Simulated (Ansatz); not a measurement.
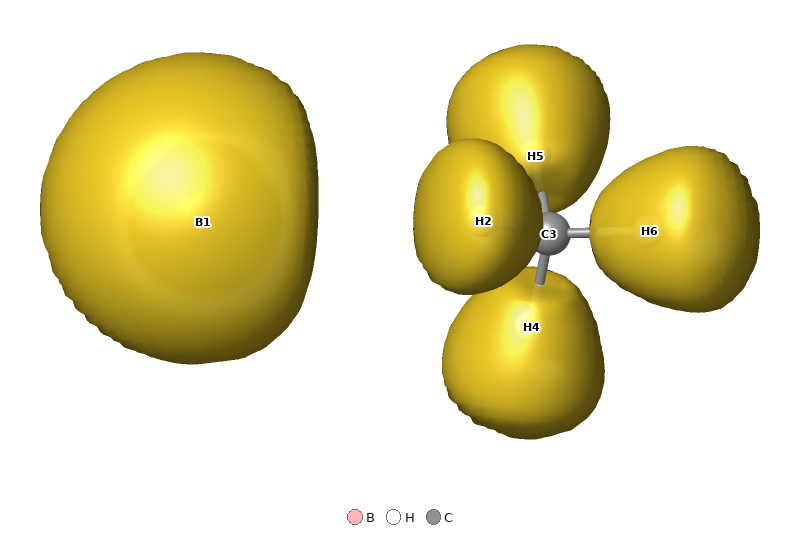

The picture shows: BH···CH4. Isosurface of the ELF at 0.85 (yellow), seen from one side. Core shells and regions of very low density are left out.

Theory: RKS B3LYP/def2-mTZVP in Ansatz 0.2.0.

```xyz
7

B    -1.5251    0.0050    0.1147
H     1.2262    0.2300    0.9949
C     2.0858    0.0662    0.3432
H     2.0542   -0.9439   -0.0635
H     2.0727    0.7888   -0.4726
H     2.9992    0.1932    0.9234
H    -1.1620   -0.3395   -1.0053
```

> Where are the electrons localised?

The ELF exceeds this value in five regions around hydrogen nuclei and one lobe on B, pointing away from the bonds (lone pairs).

Values along the shortest contacts:
B1···H2 (2.90 Å): the ELF dips to about 0 between them: a non-bonded, intermolecular contact. C–H (1.09 Å): the ELF climbs to about 1 towards the hydrogen, as it does in any bond to H; a covalent bond by its length.
